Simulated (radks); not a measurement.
# Ru³⁺ in [Kr] 4d5: an all-electron calculation

Aim: the levels, the sizes of the orbitals and the parts of the energy of the ruthenium ion Ru3+.

Method: scalar-relativistic Kohn-Sham, AM05, spin-unpolarised, spherical densities, point nucleus. Code: radks (a radial shooting solver on a logarithmic mesh, Libxc functionals) version 1.

**1. The system**

| Item | Value |
| --- | --- |
| element | ruthenium (Z = 44) |
| charge | +3 |
| electrons | 41 |
| configuration | [Kr] 4d5 |

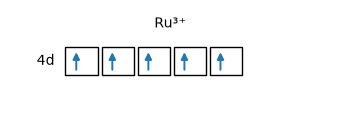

The shells outside the core, filled by Hund's rule for the drawing.

**2. Self-consistent calculation**

Input:

```text
Z 44
configuration [Kr] 4d5 5s0 5p0
relativity scalar-relativistic
functional am05,am05
spin unpolarised
nucleus point
c 137.035999084
```

Launch:

```console
> python run_ks.py task.json out
```

This one command runs every case of the session in turn.

What does the calculation give?

As calculated:

| quantity | value |
| --- | --- |
| total energy | -4524.42466 hartree |
| exchange-correlation share of it | 2.83 % |
| −T/E | 1.0339 |
| highest occupied level | 4d, -37.326 eV |
| most extended occupied level | 4d, <r> = 1.44 bohr |
| radius at density 0.001 e/bohr³ | 3.22 bohr |
| maxima of the radial density | 4 |
| ionisation energy, NIST | 45 (theory) eV |

4 principal shells are occupied and 4 maxima appear in the radial density. −T/E is 1.034: with relativity the kinetic term as defined here no longer equals −E. Minus the highest eigenvalue, 37.326 eV, is 83 % of the tabulated ionisation energy (45 eV); the potential of a semilocal functional falls off too fast, so its top eigenvalue is too shallow. Spin polarisation and multiplet splitting are left out.
